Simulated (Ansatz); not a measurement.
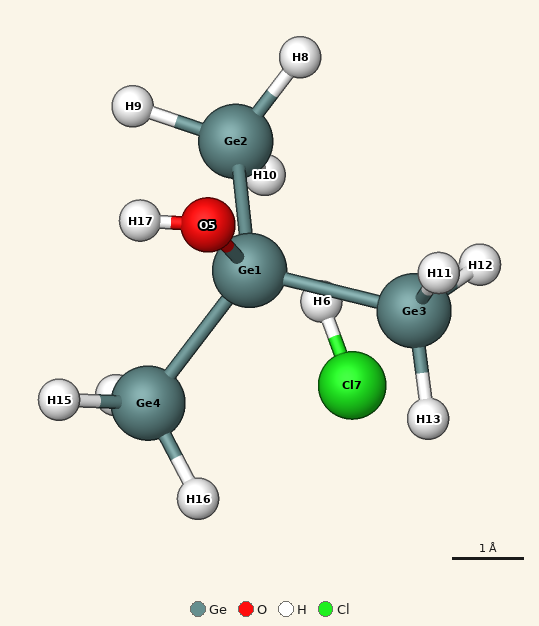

**Figure 1.** The structure as given in the input (ball-and-stick view, seen at a tilt; atoms are numbered from 1 in the order of the input). Sticks mark near contacts. Bond lengths as drawn: Cl–H 1.29 Å, Ge–Ge 2.43 to 2.44 Å, Ge–H 1.54 to 1.55 Å, Ge–O 1.80 Å and H–O 0.96 Å.

# Ge₄H₁₁ClO: single-point calculation

Ge₄H₁₁ClO, computed with RKS PBE0-D4/def2-TZVPP (Ansatz 0.2.0).

The geometry is the reactant side of a reaction. The reaction was set up to form Ge1–Cl7 and Ge2–H6 and to break Ge1–Ge2 and H6–Cl7 (atoms counted from 1 in the order of the input); sticks are drawn by distance alone. The geometry comes from this level: PBE0-D4/def2-TZVP.

**What the program printed**
```
Functional definition: PBE0
  name "PBE0"
  cite "Adamo & Barone, J. Chem. Phys. 110, 6158 (1999) doi:10.1063/1.478522"
  cite "Perdew, Burke & Ernzerhof, Phys. Rev. Lett. 77, 3865 (1996) doi:10.1103/PhysRevLett.77.3865"
  parent pbe
  parameter a = 0.25
  parameter kappa = 0.804
  parameter beta = 0.06672455060314922
  exchange = (1 - a)*pbe_x(kappa = kappa, mu = beta*pi^2/3) + a*exact_x
  correlation = pbe_c(beta = beta)
2729 factors; their error is unknown
mean field evaluation 1: about -240783.0978 eV, gradient 6.2e1 eV
mean field evaluation 2: about -240762.4534 eV, gradient 1.2e2 eV
mean field evaluation 4: about -240788.5480 eV, gradient 5.9e0 eV
mean field evaluation 8: about -240788.5833 eV, gradient 8.9e-2 eV
mean field evaluation 16: about -240789.6954 eV, gradient 8.5e-5 eV
mean field -240789.69536318 eV, -8848.8580914791 hartree, gradient 8.5e-5 eV, S^2 0.000000; 0 other end points of the search recorded, 0 dependent functions left out
reference -240789.69540771 eV, -8848.8580931158 hartree; 82, 82 occupied and 337, 337 virtual orbitals, 2729 factors
Total energy: -240790.16376489 eV, -8848.8753049247 hartree
```

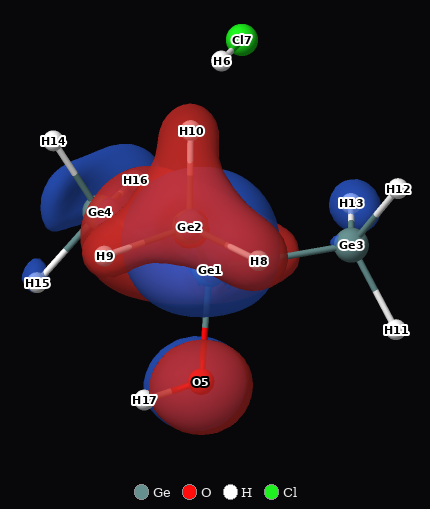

**Figure 2.** One frontier orbital at ±0.1 Å⁻³ᐟ² (blue and red are the two phases), seen from the side. The HOMO, at −7.36 eV. Its weight (Hirshfeld) is mainly on Ge2 (25 %), Ge1 (25 %), O5 (20 %) and Ge4 (15 %).

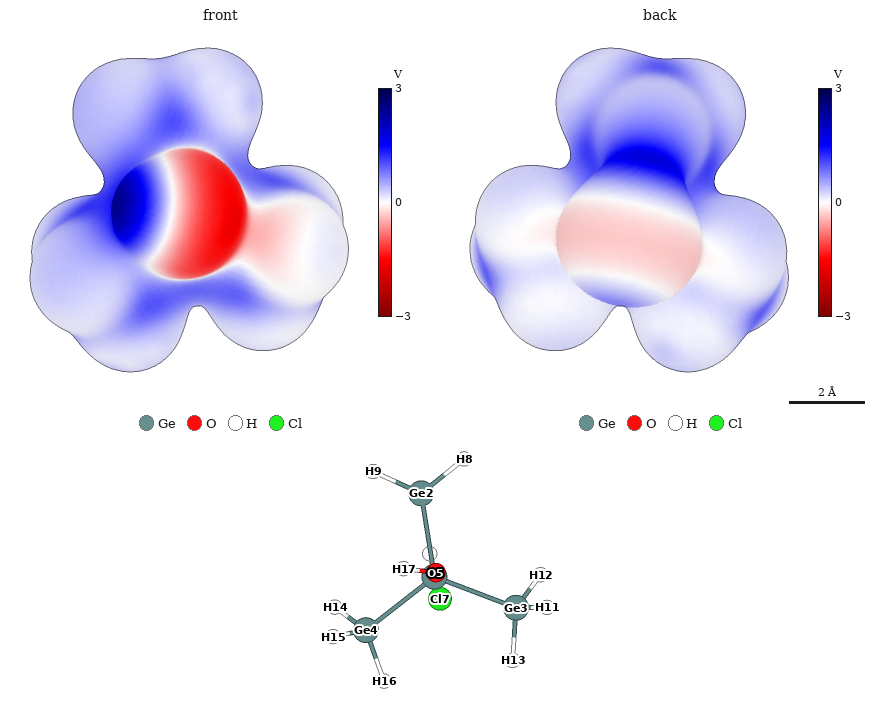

**Figure 3.** The electrostatic potential painted on the density surface at 0.002 e/bohr³, seen at a tilt and from behind; red is negative and blue positive. The bare structure is drawn below in the same view.

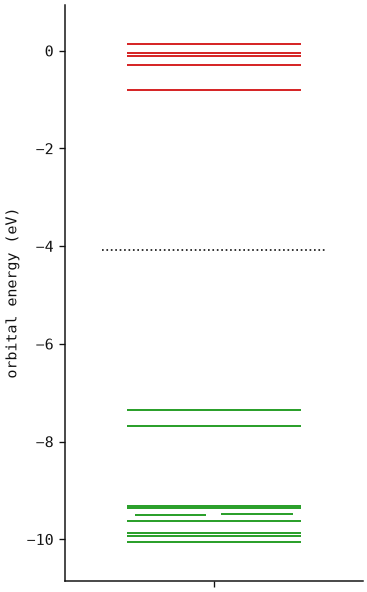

**Figure 4.** Orbital energies near the frontier; the dotted line parts filled from empty levels, and levels within 0.02 eV of each other stand side by side. Highest filled −7.36 eV, lowest empty −0.80 eV, 6.56 eV apart.

This output came from the following input.

**The input**
```yaml
crystal:
  periodic: [false, false, false]
  atoms:
    - {symbol: Ge, position_ang: [-0.215361, -0.496083, -0.496752]}
    - {symbol: Ge, position_ang: [1.915334, -1.094194, 0.539722]}
    - {symbol: Ge, position_ang: [-0.013822, 1.429960, -1.968917]}
    - {symbol: Ge, position_ang: [-1.977322, -0.351115, 1.188710]}
    - {symbol: O, position_ang: [-0.636601, -1.832745, -1.633036]}
    - {symbol: H, position_ang: [1.306545, 1.634041, 1.782638]}
    - {symbol: Cl, position_ang: [0.398833, 2.526890, 1.605575]}
    - {symbol: H, position_ang: [3.051752, -1.171081, -0.492459]}
    - {symbol: H, position_ang: [1.812571, -2.443441, 1.273552]}
    - {symbol: H, position_ang: [2.331251, -0.043124, 1.599426]}
    - {symbol: H, position_ang: [-0.087854, 0.931470, -3.420203]}
    - {symbol: H, position_ang: [1.331880, 2.136649, -1.743239]}
    - {symbol: H, position_ang: [-1.152384, 2.427506, -1.708559]}
    - {symbol: H, position_ang: [-1.390045, -0.259507, 2.606358]}
    - {symbol: H, position_ang: [-2.817508, -1.640940, 1.095963]}
    - {symbol: H, position_ang: [-2.895322, 0.855495, 0.943428]}
    - {symbol: H, position_ang: [-0.961945, -2.609682, -1.172007]}
basis:
  gaussian: {orbitals: def2-TZVPP}
hamiltonian: {xc: pbe0, dispersion: d4}
output: {orbitals: {seedname: orbitals}}
```

Launch command:
```bash
ansatz run in.yaml --threads 4 --pin off --events-out ev --progress --plain --max-ram 66560MiB --backend cuda --devices 0, --max-vram 37GiB
```

**Key numbers**

- outcome: converged
- total energy: −240790.1638 eV
- mean-field energy: −240789.6954 eV
- dispersion energy: −0.4684 eV
- SCF solution under orbital rotations: stable
- HOMO: −7.36 eV
- LUMO: −0.80 eV
- hardware: 4 CPU threads, shared host
- wall time: 12 s (CPU time 7.4 s; the host was busy)
- peak memory: 0.96 GiB
